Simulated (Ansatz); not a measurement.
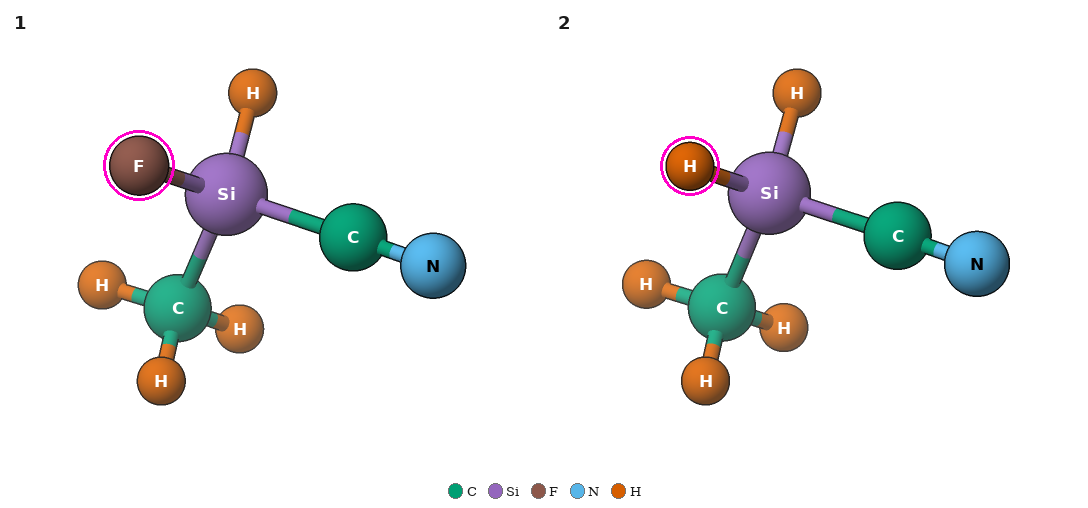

2 molecules with one skeleton, seen from the same side and at one scale; the atom that differs is circled. Each species is neutral and a spin singlet. Computed geometries: PBE0-D4/def2-TZVP optimisations, one conformation each. Properties computed with Ansatz 0.2.0.

One atom differs, called X below: F in panel 1, H in panel 2. Their formulas are C2H4FNSi (`C[Si@@H](F)C#N`), C2H5NSi (`C[SiH2]C#N`).

**In which is the dipole moment larger (r2SCAN-D4/def2-TZVPP)?**

In panel 2 (X = H).

**In which is the harmonic zero-point energy higher (PBE0-D4/def2-TZVP)?**

In panel 2 (X = H).

Give the values. With PBE0-D4/def2-TZVP: length of X–Si (Å), smallest angle C–Si–X (°), largest angle C–Si–X (°), harmonic zero-point energy (kJ/mol). With revPBE-D4/def2-TZVPP: HOMO energy (Kohn–Sham orbital) (eV), HOMO–LUMO gap (eV). With r2SCAN-D4/def2-TZVPP: dipole moment (D).

```csv
quantity,1 (F),2 (H),2 − 1
length of X–Si (Å),1.592,1.482,−0.110
smallest angle C–Si–X (°),106.4,106.1,−0.3
largest angle C–Si–X (°),111.0,112.7,+1.7
HOMO energy (Kohn–Sham orbital) (eV),−8.28,−8.15,+0.13
HOMO–LUMO gap (eV),6.39,6.78,+0.39
dipole moment (D),3.78,3.99,+0.21
harmonic zero-point energy (kJ/mol),149.8,163.1,+13.3
```
